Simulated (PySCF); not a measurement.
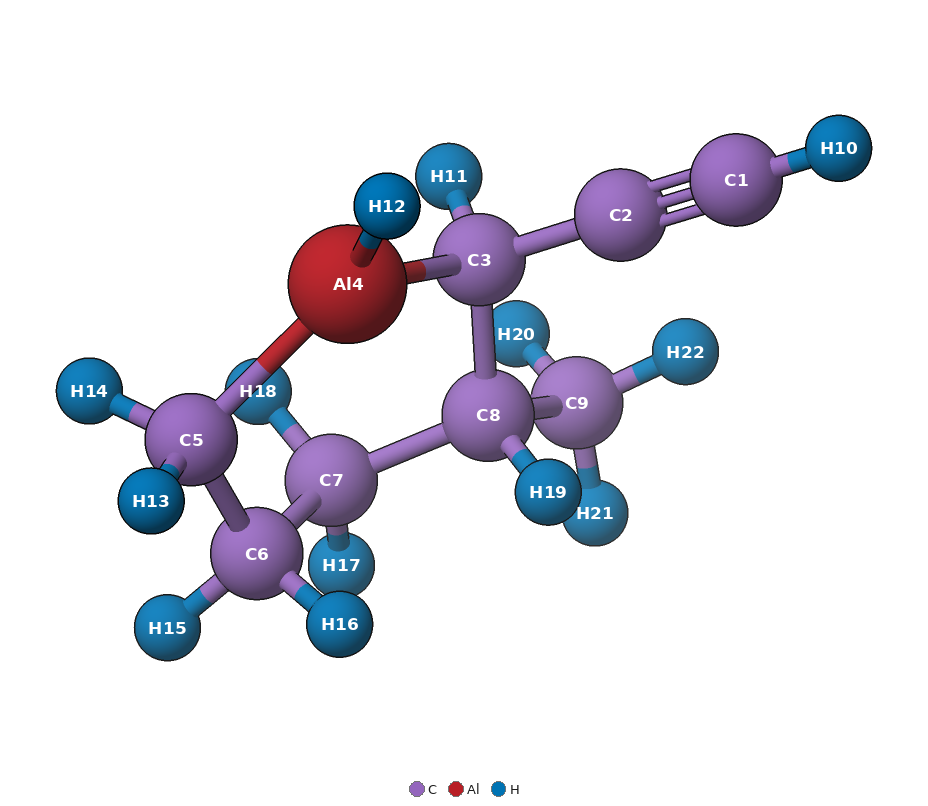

The computed structure is the end point of a GFN2-xTB optimisation. No frequency run is at hand to confirm it as a minimum. Electric field gradients from the ground-state density, PBE0/pcSseg-1 (PySCF 2.14.0), non-relativistic apart from any core potentials.

Give the largest field-gradient component, the quadrupole coupling constant and the asymmetry for 27Al at Al4 (Q = 146.6 mb), 2H at H10 (Q = 2.86 mb), 2H at H11 (Q = 2.86 mb), 2H at H12 (Q = 2.86 mb), 2H at H13 (Q = 2.86 mb).

```csv
atom,V_zz (a.u.),e²qQ/h (MHz),η
Al4,1.483,51.1,0.25
H10,0.399,0.268,0.02
H11,0.299,0.201,0.07
H12,0.133,0.089,0.06
H13,0.304,0.204,0.05
```

The geometry is semi-empirical. Around Al such bond lengths and angles can be off by a tenth of an ångström or more and by several degrees, and values that hang on the shape move with them.
